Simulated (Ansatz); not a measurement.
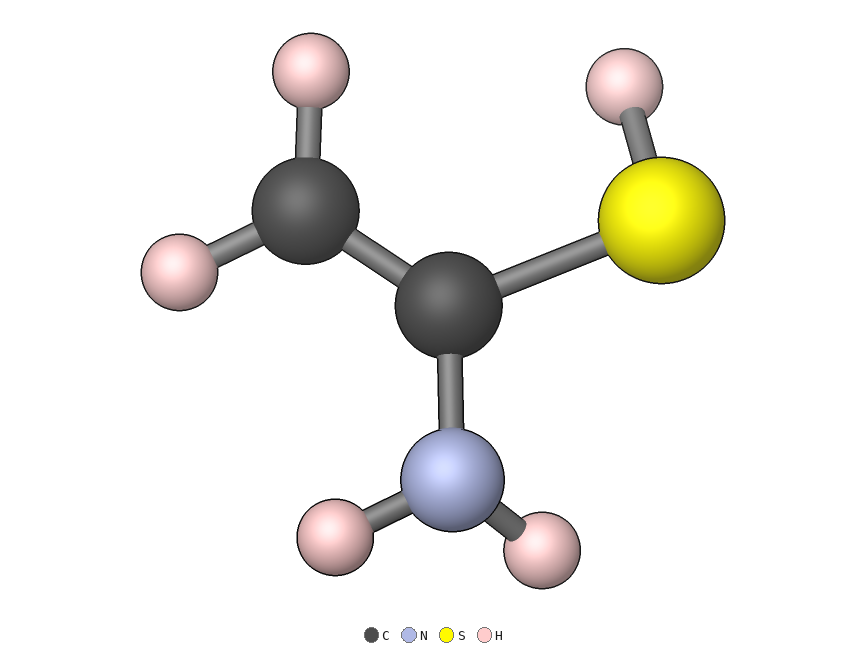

The picture shows a molecular structure as a ball-and-stick model.

The computed structure is the end point of a PBE0-D4/def2-TZVP optimisation.

Description:

It has 9 atoms: 2 carbon, 5 hydrogen, 1 nitrogen and 1 sulfur (C2H5NS). SMILES: `C=C(N)S`. It has no ring. Among its groups: alkene, thiol. The point group is C1. Coordination, clear cases only: 2 C trigonal planar; 1 S bent.

The parts below concern this one geometry. Atoms keep their numbers from picture to picture.

## Shape

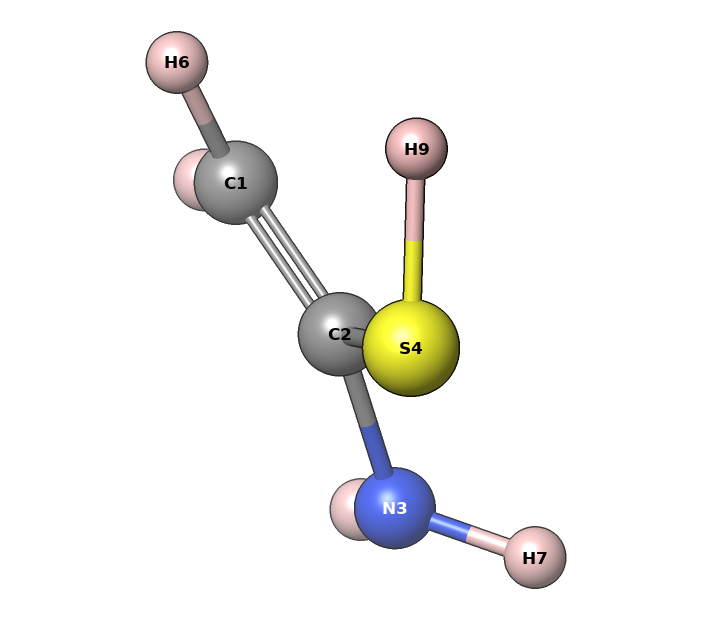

C2 lies behind S4. The molecule seen a little off the S4–C2 bond, S4 in front. Atoms fade into the background with distance from the viewer.

What is the torsion angle H9–S4–C2–N3? The sign is positive where the front bond must turn clockwise to cover the back bond.

157°, antiperiplanar (anti).

## Vibrations

Harmonic vibrations computed with RKS PBE0-D4/def2-TZVP (Ansatz 0.2.0) at a stationary point of the same level.

List the wavenumbers.

21 modes: 225, 348, 362, 418, 519, 597, 671, 727, 785, 928, 990, 1125, 1313, 1433, 1633, 1699, 2733, 3172, 3273, 3570, 3677 cm⁻¹.

## Electronic properties

Method: RKS BHLYP-D4/def2-TZVPP (Ansatz 0.2.0).

Estimate the HOMO energy (Kohn–Sham orbital).

−7.08 eV.

What is the LUMO energy (Kohn–Sham orbital)?

1.08 eV.

Estimate the dispersion correction.

−19.9 kJ/mol.

## Thermal motion

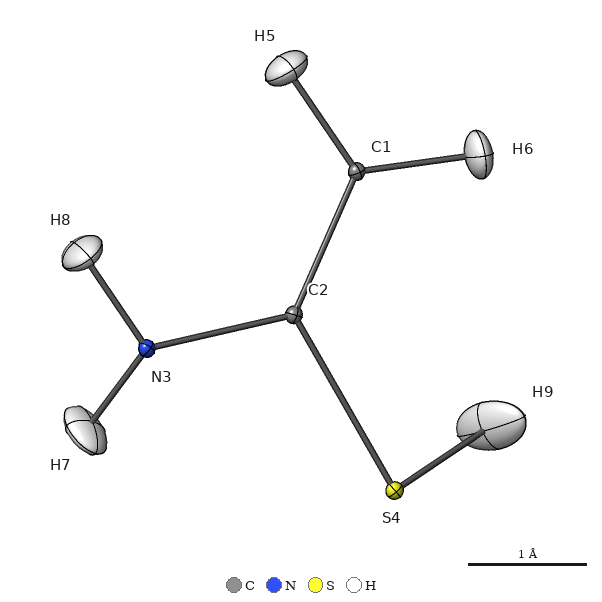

Displacement ellipsoids at the 50 % level, from the internal vibrations of the free molecule (harmonic, no overall translation or rotation; no half-axis is drawn under 0.075 Å). Vibrations computed with RKS PBE0-D4/def2-TZVP (Ansatz 0.2.0). Temperature: 100 K.

Give the displacement parameters, one line for each set of equivalent atoms.

```csv
atom,U_eq (Å²),rms amplitudes (Å)
C1,0.0011,"0.025, 0.032, 0.040"
C2,0.0015,"0.034, 0.035, 0.045"
N3,0.0010,"0.022, 0.032, 0.040"
S4,0.00034,"0.010, 0.018, 0.024"
H5,0.0153,"0.080, 0.130, 0.151"
H6,0.0152,"0.076, 0.135, 0.147"
H7,0.0182,"0.071, 0.128, 0.183"
H8,0.0181,"0.076, 0.126, 0.181"
H9,0.0330,"0.079, 0.139, 0.271"
```
